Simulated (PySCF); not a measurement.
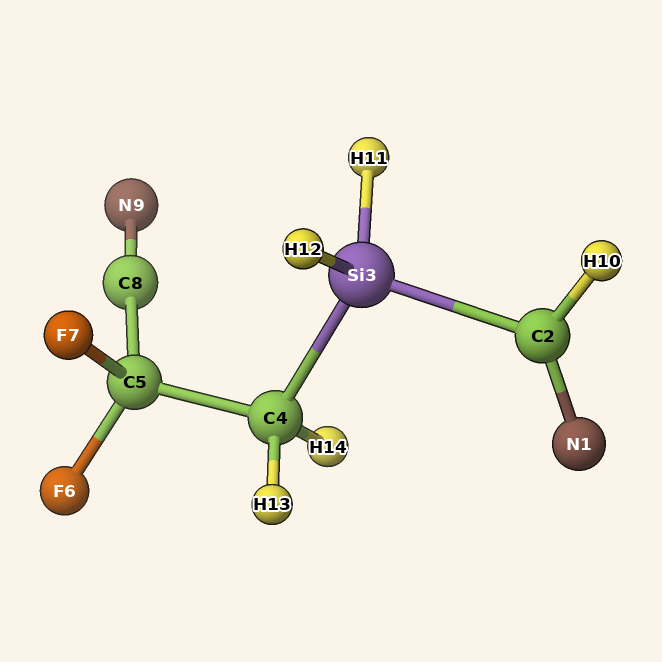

State: neutral, doublet. The computed structure is the end point of a GFN2-xTB optimisation. No frequency run is at hand to confirm it as a minimum. Properties computed with UKS B3LYP, pcH-1 on C F H N Si, non-relativistic (PySCF 2.14.0).

Give the isotropic hyperfine couplings (Fermi-contact term alone) of N1, C2, Si3, C4, C5, F6, F7, C8, N9, H10, H11, H12, H13, H14.

```
atom  isotope  a_iso (MHz)
  N1      14N         20.2
  C2      13C        −67.5
 Si3     29Si       −180.2
  C4      13C         −2.7
  C5      13C          0.4
  F6      19F          1.4
  F7      19F          9.5
  C8      13C          0.0
  N9      14N          0.1
 H10       1H        289.3
 H11       1H          8.5
 H12       1H         10.0
 H13       1H         −0.1
 H14       1H         −0.3
```

The geometry is semi-empirical. Around Si such bond lengths and angles can be off by a tenth of an ångström or more and by several degrees, and values that hang on the shape move with them.
